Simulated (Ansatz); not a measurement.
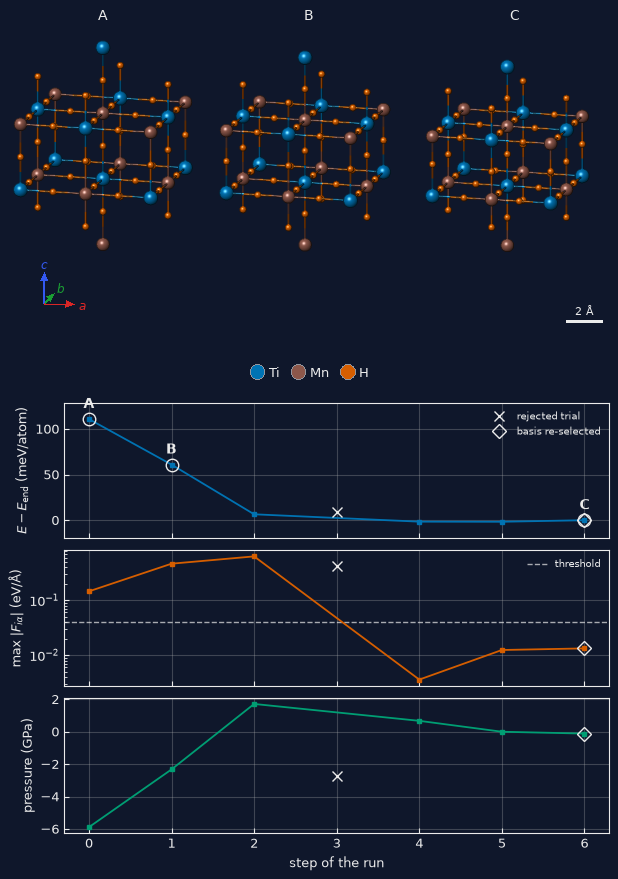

Frames of a relaxation of solid TiMnH$_{6}$ (a generated structure, set up in Fm-3m) (coarse preliminary run), marked on the history of the run. A ball-and-stick model of the atoms within 5.8 Å of the atom that moves most (axes of the conventional cell (4 times the calculation's cell)), seen slightly off an axis. Lengths and directions refer to the drawn axes.

The calculation used DFT PBE, scalar-relativistic, plane waves, PAW (Ansatz 0.2.0). Set-up: plane-wave cutoff 420 eV; k-point mesh 4 × 4 × 4; occupations gaussian; smearing width 0.1 eV; collinear spin; cell and atoms relaxed; force threshold 0.04 eV/Å; at most 70 steps.

> What happens along the run?

The largest moves relative to the cell, 0.11 Å, are those of H atoms. Mn and Ti stay in place. The drawn cell changes as follows: a = b = c 7.578 → 6.878 Å (−9.2 %); the volume changes by −25.2 %. Some distances before and after: H–Mn 1.894 → 1.609 Å, H–Ti 1.894 → 1.829 Å. The space group stays Fm-3m (No. 225). The energy falls by 111 meV per atom in 4 accepted moves (6 points after the start). The largest force component goes from 0.15 to 0.013 eV/Å. The pressure goes from −5.89 to −0.12 GPa. The line search rejected the trial step at point 3 of the run. At 1 point the geometry stayed and the basis and grid were re-selected for the new cell (energy shift of 1.7 meV per atom at most each time). The run took 22 s on 1 thread of AMD EPYC 7R13 Processor (Zen 3) (shared host), peak memory 0.46 GiB. From step 0 to 1: H atoms move most (0.02 Å), volume −13.6 %, energy −49.9 meV per atom. From step 1 to 6: H atoms move most (0.09 Å), volume −13.4 %, energy −60.9 meV per atom.
